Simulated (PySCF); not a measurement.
C₉H₁₂S, SMILES CC(C)/C=C\c1cccs1 at its GFN2-xTB optimised geometry (Å):

```
22

C     -3.3119    -1.2296    -1.0398
C     -2.1187    -0.7338    -0.2242
C     -2.5749    -0.2777     1.1665
C     -1.0984    -1.8201    -0.0860
C      0.2278    -1.6932     0.0101
C      1.0456    -0.5106     0.0000
C      2.4184    -0.5106     0.0000
C      2.9865     0.7763     0.0000
C      2.0487     1.7587     0.0103
S      0.4522     1.1262     0.0141
H     -3.7919    -2.0701    -0.5420
H     -2.9915    -1.5509    -2.0286
H     -4.0458    -0.4356    -1.1570
H     -1.6769     0.1241    -0.7408
H     -3.0149    -1.1110     1.7105
H     -1.7317     0.1025     1.7376
H     -3.3178     0.5114     1.0787
H     -1.5082    -2.8211    -0.0431
H      0.8171    -2.5985     0.1052
H      2.9997    -1.4159    -0.0040
H      4.0458     0.9628    -0.0040
H      2.1912     2.8211     0.0109
```

Calculation: PySCF with PBE/def2-SVP. Cells within 0.4 Å of a nucleus heavier than hydrogen are left out (blank, or x).

Map of the HOMO amplitude (bohr^(-3/2)) on the plane z = 0.0 Å; orbital energy -5.09 eV, overall sign arbitrary:

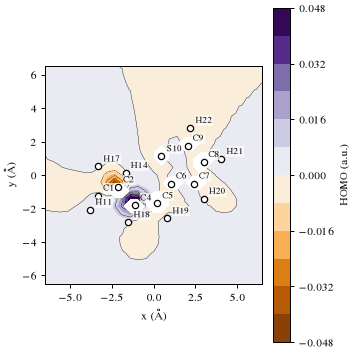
HOMO amplitude (bohr^(-3/2)) on the plane z = 0.0 Å.
